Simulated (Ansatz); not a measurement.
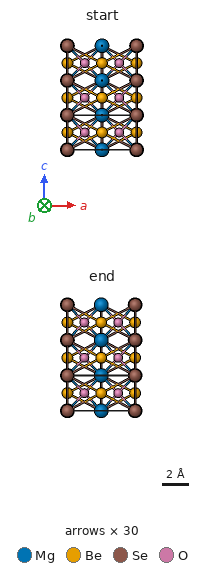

The structure of a crystal of Mg$_{2}$BeSeO$_{2}$ (a generated structure, set up in Cmmm) before (top) and after (bottom) a relaxation, at one scale. The red arrows give the displacements (the part carried along by the change of the cell is left out), magnified 30 times.

The picture is a ball-and-stick view of the conventional cell (2 times the calculation's cell), repeated 1 × 1 × 3 with one cell outlined, seen along the b axis. Lengths and directions refer to the drawn axes.

Computed with DFT PBE, scalar-relativistic, plane waves, PAW in Ansatz 0.2.0.

Input file:
```yaml
crystal:
  lattice:
    - [2.7535961158, -6.1623757955, 0.0]
    - [2.7535961158, 6.1623757955, 0.0]
    - [0.0, 0.0, 2.7616139897]
  atoms:
    - { symbol: Mg, position: [0.7668324679, 0.2331675321, 0.0] }
    - { symbol: Mg, position: [0.2331675321, 0.7668324679, 0.0] }
    - { symbol: Be, position: [0.5, 0.5, 0.5] }
    - { symbol: Se, position: [0.0, 0.0, 0.0] }
    - { symbol: O, position: [0.5, 0.0, 0.5] }
    - { symbol: O, position: [0.0, 0.5, 0.5] }
basis:
  ecutwfc: 420
kpoints:
  mp_grid: { grid: [8, 8, 14] }
hamiltonian:
  xc: pbe
scf:
  occupations: { method: gaussian, width: 0.1 }
output:
  forces: true
  stress: true
  eigenvalues: true
relax:
  adjacent_minimum: "off"
  f_tol: 0.01
  max_steps: 80
  cell: { stress_tol: 0.05 }
```

Command:
```bash
ansatz run input.yaml --threads 1 --pin off --max-ram 2560MiB --backend cpu --events-out ev --progress --plain --runs-dir out
```

Question: What changed between the two?

Answer: Over 5 accepted moves (7 points after the start) the energy falls by 9.4 meV per atom. Largest force component: 0.18 eV/Å at the start, 0.00026 eV/Å at the end. The pressure goes from 0.54 to 0.00 GPa. The SCF was repeated twice at an unchanged geometry on a basis and grid sized afresh for the cell, which shifted the energy by 0.2 meV per atom at most. The largest moves relative to the cell, 0.080 Å, are those of Mg1 and Mg2. Mg1 goes along −b. O and Be and Se stay in place. Cell: a 5.507 → 5.389 Å (−2.1 %), b 12.325 → 12.376 Å (+0.4 %), c 2.762 → 2.814 Å (+1.9 %). Volume +0.1 %. Near-neighbour distances that change, for instance: Mg1–Se4 2.874 → 2.806 Å, Se4–Se4 2.762 → 2.814 Å, Mg1–Mg1 2.762 → 2.814 Å, Be3–Se4 3.080 → 3.040 Å. Among the angles between lasting bonds that change: O5–Mg1–O6 167.9° → 163.2°, O5–Mg1–O6 89.2° → 86.3°, Se4–Mg1–O5 96.1° → 98.4°. The space group stays Cmmm (No. 65). The run took 3.8 min on 1 thread of AMD EPYC 7R43 64-Core Processor (Zen 3), with other jobs on the host, peak memory 0.71 GiB.
